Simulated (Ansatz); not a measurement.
The calculation's input:

```
crystal:
  periodic: [false, false, false]
  atoms:
    - {symbol: C, position_ang: [-1.647762, -1.710678, 0.341807]}
    - {symbol: Cl, position_ang: [-1.679348, 0.066000, 0.363818]}
    - {symbol: Cl, position_ang: [-3.168111, -2.374165, -0.295744]}
    - {symbol: Cl, position_ang: [-0.247754, -2.318864, -0.568266]}
    - {symbol: H, position_ang: [-1.544677, -2.053390, 1.377001]}
basis:
  gaussian:
    orbitals: def2-TZVPD
hamiltonian:
  xc: {name: PBE0}
output: {forces: true, orbitals: {seedname: orbitals}}
```

Launched as:

```sh
ansatz run input.yaml --threads 1 --pin off --max-ram 2610MiB --events-out events.jsonl --progress --plain --runs-dir runs
```

Geometry: r2SCAN-D4/def2-SVP.

These are results of isolated molecule in a Gaussian basis; Kohn-Sham density functional theory, functional PBE0 (Ansatz), not measurements.

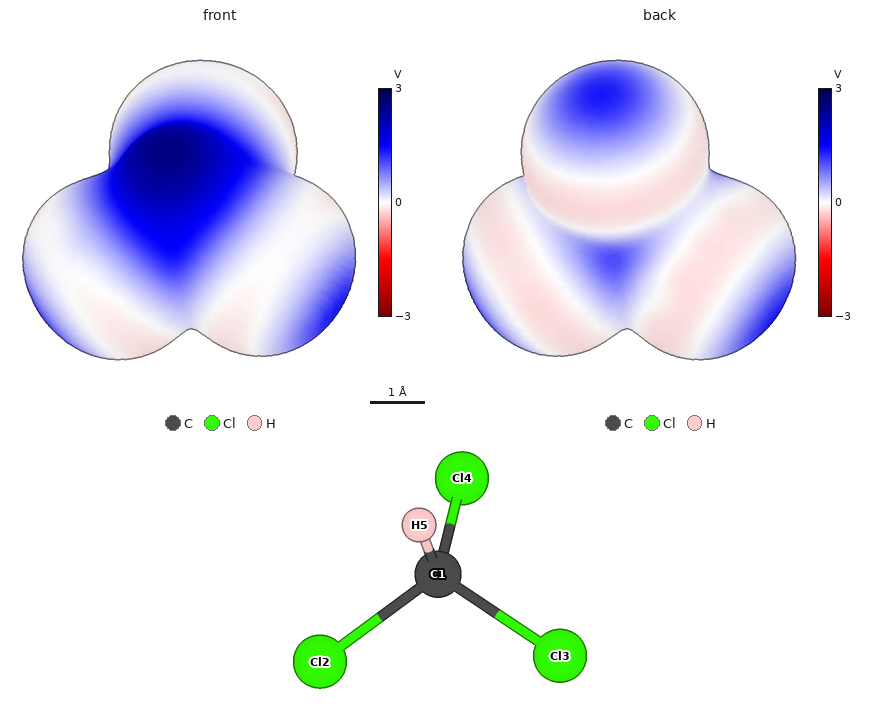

CHCl$_{3}$ (SMILES ClC(Cl)Cl). The electrostatic potential painted on the density surface at 0.004 e/bohr³, seen from the front and from behind; the colour scale runs from red (negative) to blue (positive). The bare structure is drawn below in the same view.

**Which sites attract a positive test charge, and which a negative one?**

A positive charge is drawn to the negative regions and a negative charge to the positive ones. The most negative region (about −0.2 V) lies over Cl2, Cl3 and Cl4, the most positive (about +2.5 V) over H5. Cl2 shows a σ-hole: about +1.3 V at the tip opposite its bond, against about −0.1 V on its flanks. Cl3 shows a σ-hole: about +1.3 V at the tip opposite its bond, against about −0.1 V on its flanks. Cl4 shows a σ-hole: about +1.4 V at the tip opposite its bond, against about −0.1 V on its flanks.

**How polar is the molecule by this calculation?**

Its dipole moment is 1.08 D.
